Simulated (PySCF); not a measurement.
# SnTe (SMILES [Sn][Te]): B2PLYP/STO-6G

What is the vertical singlet–triplet gap of SnTe at B2PLYP/STO-6G? The job is set up through a Python script.

The calculation is run with PySCF 2.14.0.

8 further runs of the same task are left out: 8 set aside as unsound or not needed.

## (1) Starting point

The species is SnTe (2 atoms), meant as a singlet with charge 0. SMILES: `[Sn][Te]`. Geometry: relaxed at PBE0-D4/def2-TZVP.

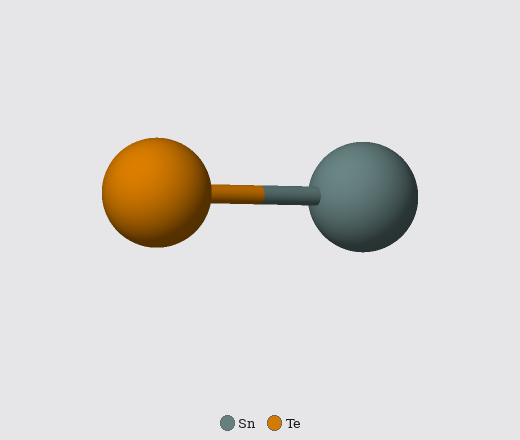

Viewed from a chosen angle; tin teal, tellurium orange.

## (2) A single-point energy at B2PLYP/STO-6G

run.py reads:

```python
# SnTe
from pyscf import gto, dft, mp

mol = gto.M(
    atom=[
    ('Sn', (0.000000, 0.000000, 0.009440)),
    ('Te', (-0.000000, -0.000000, 2.527330)),
],
    max_memory=1860,
    verbose=3,
    basis='sto-6g',
    spin=0,
)

calc0 = dft.RKS(mol, xc='0.53*HF + 0.47*B88, 0.73*LYP')
calc0.grids.level = 5
calc0.conv_tol = 1e-10
calc0.kernel()
if not calc0.converged:
    calc0 = calc0.newton().run(calc0.mo_coeff, calc0.mo_occ)

pt = mp.MP2(calc0, frozen=36).run()
e_tot = calc0.e_tot + 0.27 * pt.e_corr
print('PT2 part  %.8f' % (0.27 * pt.e_corr))
print('Final energy', e_tot)
```

Run with:

```
$ OMP_NUM_THREADS=1 python run.py
```

Standard output:

```text
converged SCF energy = -12578.4070202647
E(RMP2) = -12578.4980986562  E_corr = -0.0910783915800675
E(SCS-RMP2) = -12578.4983508106  E_corr = -0.0913305459889557
PT2 part  -0.02459117
Final energy -12578.431611430382
```

It took 9.9 s on 1 thread of Arm Neoverse V1, shared host; peak memory 0.31 GiB.

## (3) The triplet

run.py reads:

```python
from pyscf import gto, dft, mp

mol = gto.M(
    atom='''
Sn   0.000000   0.000000   0.009440
Te   0.000000   0.000000   2.527330
''',
    basis='sto-6g',
    spin=2,
    verbose=4,
    max_memory=1860,
)

myscf = dft.UKS(mol, xc='0.53*HF + 0.47*B88, 0.73*LYP')
myscf.conv_tol = 1e-10
myscf.grids.level = 5
myscf.kernel()
if not myscf.converged:
    myscf = myscf.newton().run(myscf.mo_coeff, myscf.mo_occ)

pt = mp.MP2(myscf, frozen=36).run()
e_final = myscf.e_tot + 0.27 * pt.e_corr
print('PT2 part  %.8f' % (0.27 * pt.e_corr))
print('Final energy', e_final)
```

Run with:

```
$ OMP_NUM_THREADS=1 python run.py
```

Standard output:

```text
PySCF version 2.14.0

[INPUT] num. atoms = 2
[INPUT] num. electrons = 102
[INPUT] charge = 0
[INPUT] spin (= nelec alpha-beta = 2S) = 2
[INPUT] symmetry False subgroup None
[INPUT] Mole.unit = angstrom
[INPUT] Symbol           X                Y                Z      unit          X                Y                Z       unit  Magmom
[INPUT]  1 Sn     0.000000000000   0.000000000000   0.009440000000 AA    0.000000000000   0.000000000000   0.017839014616 Bohr   0.0
[INPUT]  2 Te     0.000000000000   0.000000000000   2.527330000000 AA    0.000000000000   0.000000000000   4.775961526397 Bohr   0.0

nuclear repulsion = 546.434017527374
number of shells = 22
number of NR pGTOs = 324
number of NR cGTOs = 54
basis = sto-6g
ecp = {}

******** <class 'pyscf.dft.uks.UKS'> ********
method = UKS
initial guess = minao
damping factor = 0
level_shift factor = 0
DIIS = <class 'pyscf.scf.diis.CDIIS'>
diis_start_cycle = 1
diis_space = 8
diis_damp = 0
SCF conv_tol = 1e-10
SCF conv_tol_grad = None
SCF max_cycles = 50
direct_scf = True
direct_scf_tol = 1e-13
number electrons alpha = 52  beta = 50
XC library pyscf.dft.libxc version 7.0.0
    S. Lehtola, C. Steigemann, M. J.T. Oliveira, and M. A.L. Marques.,  SoftwareX 7, 1–5 (2018)
XC functionals = 0.53*HF + 0.47*B88, 0.73*LYP
    A. D. Becke.,  Phys. Rev. A 38, 3098 (1988)
    C. Lee, W. Yang, and R. G. Parr.,  Phys. Rev. B 37, 785 (1988)
    B. Miehlich, A. Savin, H. Stoll, and H. Preuss.,  Chem. Phys. Lett. 157, 200 (1989)
radial grids:
    Treutler-Ahlrichs [JCP 102, 346 (1995); DOI:10.1063/1.469408] (M4) radial grids

becke partition: Becke, JCP 88, 2547 (1988); DOI:10.1063/1.454033
pruning grids: <function nwchem_prune>
grids dens level: 5
symmetrized grids: False
atomic radii adjust function: <function treutler_atomic_radii_adjust>
small_rho_cutoff = 0
Set gradient conv threshold to 1e-05
tot grids = 93824
init E= -12546.9762912592

[... the frontier-level lines of each cycle are left out ...]



cycle= 1 E= -12578.2620672046  delta_E= -31.3  |g|= 0.229  |ddm|=  1.9


cycle= 2 E= -12578.1789358653  delta_E= 0.0831  |g|= 0.338  |ddm|= 1.38
cycle= 3 E= -12578.3230635353  delta_E= -0.144  |g|= 0.0367  |ddm|= 0.931
cycle= 4 E= -12578.3254491006  delta_E= -0.00239  |g|= 0.00677  |ddm|= 0.129
cycle= 5 E= -12578.32581797  delta_E= -0.000369  |g|= 0.00454  |ddm|= 0.0636
cycle= 6 E= -12578.3262180355  delta_E= -0.0004  |g|= 0.00332  |ddm|= 0.104
cycle= 7 E= -12578.3264308621  delta_E= -0.000213  |g|= 0.00169  |ddm|= 0.101
cycle= 8 E= -12578.3264755778  delta_E= -4.47e-05  |g|= 0.000453  |ddm|= 0.0617
cycle= 9 E= -12578.3264766338  delta_E= -1.06e-06  |g|= 0.000129  |ddm|= 0.0072
cycle= 10 E= -12578.3264766871  delta_E= -5.33e-08  |g|= 3.32e-05  |ddm|= 0.00128
cycle= 11 E= -12578.3264766921  delta_E= -5.03e-09  |g|= 8.77e-06  |ddm|= 0.000456
cycle= 12 E= -12578.3264766923  delta_E= -2.09e-10  |g|= 1.28e-06  |ddm|= 7.38e-05
cycle= 13 E= -12578.3264766923  delta_E= 1.27e-11  |g|= 1e-07  |ddm|= 6.2e-06
Extra cycle  E= -12578.3264766923  delta_E= -1.82e-11  |g|= 7.21e-08  |ddm|= 5.36e-07
converged SCF energy = -12578.3264766923  <S^2> = 2.0973189  2S+1 = 3.0641925

******** <class 'pyscf.mp.ump2.UMP2'> ********
nocc = (np.int64(16), np.int64(14)), nmo = (18, 18)
frozen orbitals 36
E(UMP2) = -12578.3822788256  E_corr = -0.0558021332873804
E(SCS-UMP2) = -12578.3832924833  E_corr = -0.0568157909657862
E_corr(same-spin) = -0.0117078103604658
E_corr(oppo-spin) = -0.0440943229269146
PT2 part  -0.01506658
Final energy -12578.341543268321
```

Wall time 17 s (1 thread of Arm Neoverse V1, shared host); peak memory 0.32 GiB.

## (4) Outcome

At B2PLYP/STO-6G, 36 core orbitals frozen:

| quantity | value |
| --- | --- |
| singlet: total energy | -12578.43161 Eh |
| singlet: dipole moment (SCF part) | 3.46 D |
| singlet: HOMO energy (SCF part's orbitals) | -4.63 eV |
| singlet: LUMO energy (SCF part's orbitals) | 1.61 eV |
| singlet: HOMO–LUMO gap (SCF part's orbitals) | 6.25 eV |
| triplet: total energy | -12578.34154 Eh |
| triplet: dipole moment (SCF part) | 4.74 D |
| triplet: HOMO energy (SCF part's orbitals) (highest over α and β) | -2.34 eV |
| triplet: LUMO energy (SCF part's orbitals) (lowest over α and β) | -0.60 eV |
| triplet: ⟨S²⟩ | 2.097 |
| vertical energy of the triplet above the singlet | 2.451 eV |

In words: At this shape the triplet lies 2.45 eV (57 kcal/mol) above the singlet. In a minimal basis such a difference can be off by several eV, whatever the method. Relativity is left out (singlet) although the molecule holds a heavy atom. Relativity is left out (triplet) although the molecule holds a heavy atom.
